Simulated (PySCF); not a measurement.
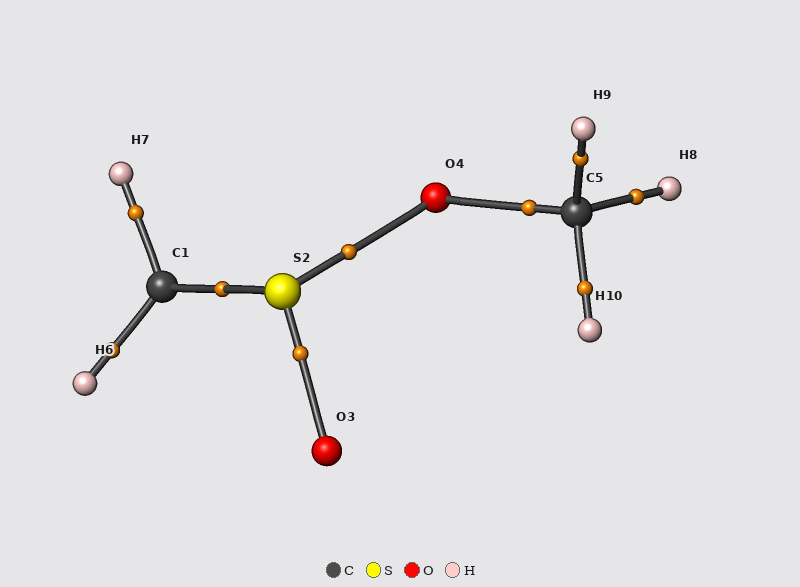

*C$_{2}$H$_{5}$O$_{2}$S, doublet, SMILES `[CH2]S(=O)OC`. Molecular graph of the electron density (QTAIM): bond paths, bond critical points (orange), ring points (yellow, if any); weak paths are dashed.*

Level of theory: PBE0/6-31+G* (PySCF), at a geometry from GFN2-xTB. No frequency check shows the geometry to be a minimum. The stability of the open-shell solution wasn't checked. GFN2-xTB bond lengths at metals and heavier atoms can be off by up to 0.1 Å and shapes distorted, which carries into these values. GFN2-xTB doesn't know the spin state, so this open-shell geometry is rough.

Input script:

```python
import numpy as np
from pyscf import gto, scf, dft
from pyscf.scf import atom_ks, atom_hf
from scipy.linalg import block_diag

def solve(mol, dm0=None, hcore=None):
    mf = (dft.UKS if mol.spin else dft.RKS)(mol, xc='pbe0')
    mf.grids.level = 3
    mf = mf.density_fit(auxbasis='def2-universal-jkfit')
    mf.conv_tol, mf.max_cycle = 1e-8, 80
    if hcore is not None:
        mf.get_hcore = lambda *args: hcore
    mf.kernel(dm0)
    if not mf.converged:
        mf = mf.newton().run(mf.mo_coeff, mf.mo_occ, max_cycle=30)
    assert mf.converged, 'SCF not converged'
    return mf

mol = gto.M(atom='''
C     -1.72130     0.85282    -0.29237
S     -0.48850    -0.14506     0.39235
O     -0.48039    -1.43048    -0.28145
O      0.84300     0.75955    -0.13416
C      2.07847     0.09664    -0.07825
H     -2.61553     0.36353    -0.63440
H     -1.82652     1.83167     0.13840
H      2.74093     0.60166    -0.78122
H      2.50824     0.14416     0.92714
H      1.96498    -0.94937    -0.37895
''', basis='6-31+g*', charge=0, spin=1, verbose=4)
mf = solve(mol)
mf.analyze()
# spherically averaged free atoms, for the promolecule
atm = atom_ks.get_atm_nrks(mol, xc='pbe0')
pro = block_diag(*[(atm[a[0]][2] * atm[a[0]][3]) @ atm[a[0]][2].T for a in mol._atom])
np.savez('result.npz', e=mf.e_tot, c=mf.mo_coeff, occ=mf.mo_occ, eps=mf.mo_energy, pro=pro, dip=mf.dip_moment(verbose=0), s2=mf.spin_square()[0])
```

Launched as:

```sh
OMP_NUM_THREADS=1 python input.py
```

The run took 49 s on 1 thread of Intel(R) Xeon(R) Processor @ 2.50GHz (Skylake/Cascade Lake), on a shared host, peak memory 0.45 GiB.

Partitions, critical points and surface values were worked out afterwards from this run's density.

### How many critical points of each kind are there, and does the count close?

10 nuclei, 9 bond, 0 ring and 0 cage critical points: 10 − 9 + 0 − 0 = 1, as the Poincaré–Hopf relation requires.

### Tabulate density, Laplacian, ellipticity and energy density at the bond critical points (atomic units).

```tsv
bond	length (Å)	ρ (a.u.)	∇²ρ (a.u.)	ε	H (a.u.)
S2–O3	1.451	0.284	+1.25	0.01	−0.315
C1–H7	1.075	0.281	−1.02	0.02	−0.292
C1–H6	1.075	0.280	−1.02	0.02	−0.290
C5–H8	1.090	0.279	−0.98	0.04	−0.280
C5–H10	1.094	0.278	−0.98	0.04	−0.278
C5–H9	1.094	0.277	−0.96	0.05	−0.274
O4–C5	1.403	0.253	−0.19	0.02	−0.368
C1–S2	1.728	0.223	−0.51	0.12	−0.188
S2–O4	1.694	0.192	−0.23	0.23	−0.196
```

### What kind of interaction is C5–H10?

Shared-shell (covalent): ρ = 0.278, ∇²ρ = −0.98, H = −0.278 a.u.
